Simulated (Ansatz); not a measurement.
Consider GeH$_{4}$O···H$_{2}$···HF.

The calculation's input:

```
crystal:
  periodic: [false, false, false]
  atoms:
    - {symbol: Ge, position_ang: [-1.276345, -0.581073, -0.156611]}
    - {symbol: H, position_ang: [2.204099, -1.367190, 0.490686]}
    - {symbol: H, position_ang: [-0.597565, -0.971987, -1.466541]}
    - {symbol: H, position_ang: [-0.907105, -1.507154, 1.010946]}
    - {symbol: H, position_ang: [-2.800598, -0.449332, -0.292979]}
    - {symbol: H, position_ang: [0.856039, 1.466579, -0.353362]}
    - {symbol: O, position_ang: [-0.617311, 1.064210, 0.184468]}
    - {symbol: H, position_ang: [2.249652, -0.675985, 0.207893]}
    - {symbol: F, position_ang: [1.734981, 1.613669, -0.675183]}
    - {symbol: H, position_ang: [-0.845949, 1.408261, 1.050482]}
basis:
  gaussian: {orbitals: def2-TZVPP}
hamiltonian: {xc: pbe0, dispersion: d4}
output: {orbitals: {seedname: orbitals}}
```

Run with:

```sh
ansatz run in.yaml --threads 4 --pin off --events-out ev --progress --plain --max-ram 9574MiB
```

The product side of a reaction path; geometry: PBE0-D4/def2-TZVP.

The calculation used RKS PBE0-D4/def2-TZVPP (Ansatz 0.2.0).

### What will maps of the electron density and electron localisation function show?

Ge–O (1.80 Å): ρ is about 0.92 e/Å³ halfway; the ELF peaks at about 0.85 in the valence shell of O, 0.6 Å from its nucleus, and is about 0.30 at the midpoint.
O–H (0.96 Å): ρ is about 3.8 e/Å³ halfway; the ELF climbs to about 1 towards the hydrogen, as it does in any bond to H; an ordinary covalent bond to hydrogen.
Ge–H (1.53 Å): ρ at the midpoint is about 1.1 e/Å³; the ELF climbs to about 1 towards the hydrogen.

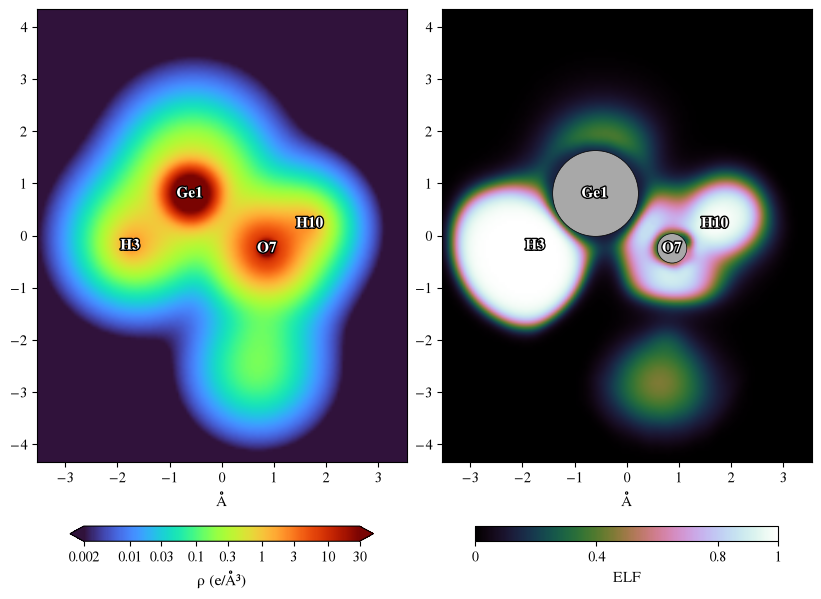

Computed electron density and electron localisation function on the plane of atoms H3, Ge1 and O7, in this order. Grey discs cover the atomic cores in the ELF map. 
